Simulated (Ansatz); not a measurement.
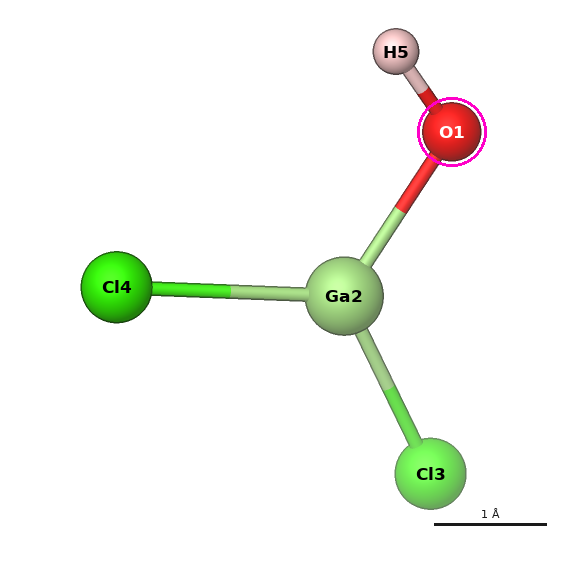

Source: calculation with Ansatz.

Orthographic view. Depth is shown by fading: the farther an atom, the more it takes the colour of the background. Geometry: relaxed with PBE0-D4/def2-TZVP with one coordinate held away from its value at the minimum.

> Name the neighbours of the circled atom.

The circled atom is O1; it is bonded to Ga2, H5.

> Which two atoms are farthest apart in space?

Cl3 and H5, 4.04 Å.

> Which atom is farthest from the viewer?

Cl3, 0.9 Å behind the mean position.
